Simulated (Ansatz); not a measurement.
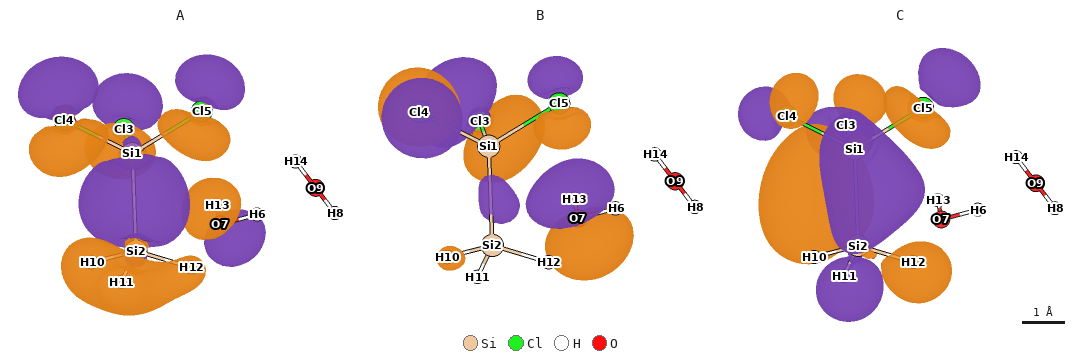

Figure. Cl3H3Si2···H2O···H2O. Three frontier orbitals at ±0.08 Å⁻³ᐟ² (orange and purple are the two phases), in no order.

The reactant side of a reaction path; geometry: PBE0-D4/def2-TZVP; a saddle point, not a minimum.

The calculation used Ansatz 0.2.0, RKS PBE0-D4/def2-TZVPP.

The calculation's input:

```
crystal:
  periodic: [false, false, false]
  atoms:
    - {symbol: Si, position_ang: [-1.613911, -0.730881, 0.322461]}
    - {symbol: Si, position_ang: [0.148296, -0.485373, 1.837295]}
    - {symbol: Cl, position_ang: [-1.475451, -2.353586, -0.924973]}
    - {symbol: Cl, position_ang: [-3.383272, -0.962008, 1.337671]}
    - {symbol: Cl, position_ang: [-1.899082, 0.941039, -0.864155]}
    - {symbol: H, position_ang: [1.358570, 0.234162, -1.177170]}
    - {symbol: O, position_ang: [1.255939, -0.607702, -0.696075]}
    - {symbol: H, position_ang: [1.655228, 2.617279, -1.493904]}
    - {symbol: O, position_ang: [1.173069, 1.886301, -1.887511]}
    - {symbol: H, position_ang: [-0.508487, -0.370562, 3.171239]}
    - {symbol: H, position_ang: [1.009946, -1.687458, 1.837314]}
    - {symbol: H, position_ang: [0.883820, 0.773655, 1.579233]}
    - {symbol: H, position_ang: [1.151249, -1.292264, -1.360421]}
    - {symbol: H, position_ang: [0.243985, 2.037297, -1.681105]}
basis:
  gaussian: {orbitals: def2-TZVPP}
hamiltonian: {xc: pbe0, dispersion: d4}
output: {orbitals: {seedname: orbitals}}
```

Run with:

```sh
ansatz run in.yaml --threads 4 --pin off --events-out ev --progress --plain --max-ram 66560MiB --backend cuda --devices 0, --max-vram 37GiB
```

> Order the three orbitals by energy and name them.

B is the HOMO−1 (−8.98 eV). It lies mainly on O7 (about 40 %), Cl3 (about 35 %) and Cl4 (about 15 %); largely a combination of lone pairs on O7, Cl3 and Cl4. A is the HOMO (−8.31 eV). By Hirshfeld shares it lies mainly on Si2 (about 25 %), Si1 (about 20 %), Cl4 (about 15 %), O7 (about 10 %), Cl5 (about 10 %) and Cl3 (about 10 %). C is the LUMO (−0.58 eV). By Hirshfeld shares it lies mainly on Si1 (about 35 %), Si2 (about 25 %), Cl5 (about 10 %), Cl3 (about 5 %) and Cl4 (about 5 %); π-bonding across Si1–Si2.

> What is the HOMO–LUMO gap?

7.73 eV between the orbital energies.
